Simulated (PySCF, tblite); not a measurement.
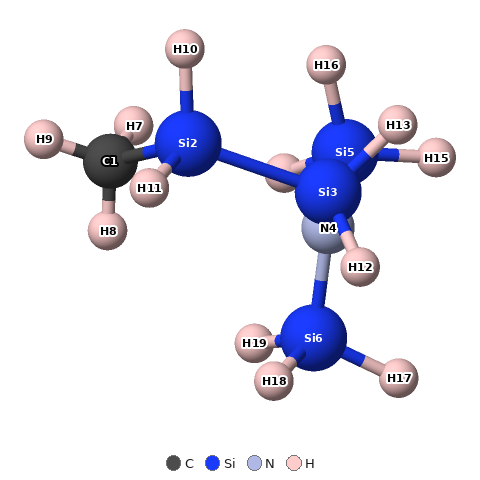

The molecule: CH₁₃NSi₄, SMILES C[SiH2][SiH2]N([SiH3])[SiH3].

GIAO shifts, PBE0/pcSseg-1 in PySCF 2.14.0, at a GFN2-xTB geometry (a minimum by its frequencies), against NH₃ for ¹⁵N, TMS for ²⁹Si and TMS for ¹³C computed at the same level (¹⁵N: a single molecule, while the usual scales start at liquid NH₃ or nitromethane; multiply bonded nitrogen can come out tens of ppm too deshielded). Gas phase, fully decoupled, line heights follow the number of nuclei, widths are arbitrary (no quadrupolar broadening); values of one conformer, averaged over nuclei that symmetry, rotation about single bonds or inversion at nitrogen exchange, these motions taken as fast; other conformers aren't averaged in.

Predict the ¹⁵N spectrum.

1 signal.


| δ (ppm) | nuclei | atoms |
| --- | --- | --- |
| −28.1 | 1 | N4 |

Which ²⁹Si signals does it give?

3 signals.


```csv
δ (ppm),nuclei,atoms
−37.5,1,Si3
−45.2,2,"Si5, Si6"
−86.1,1,Si2
```

Which ¹³C signals does it give?

1 signal.


```
δ (ppm)  nuclei  atoms
   −9.3       1     C1
```

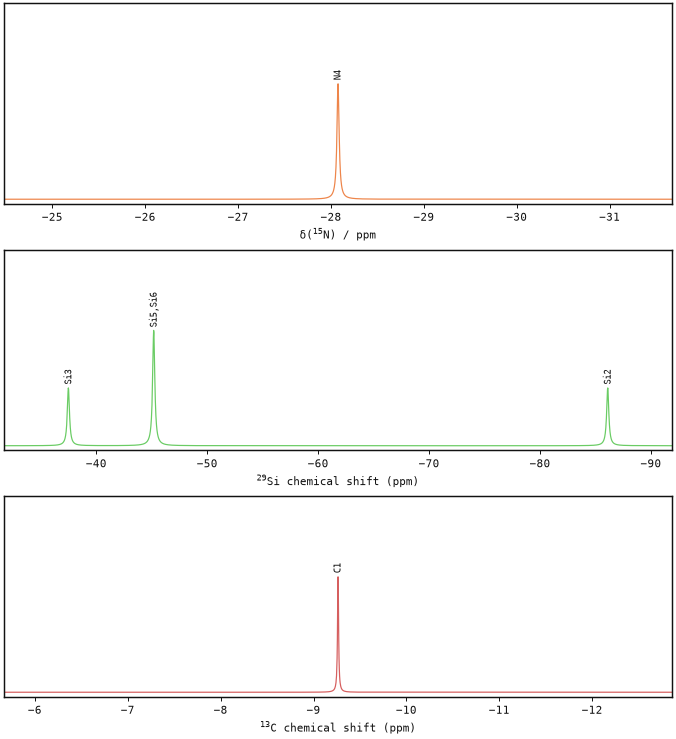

Caveats: the tight-binding geometry is rougher than a DFT one and adds to the error.
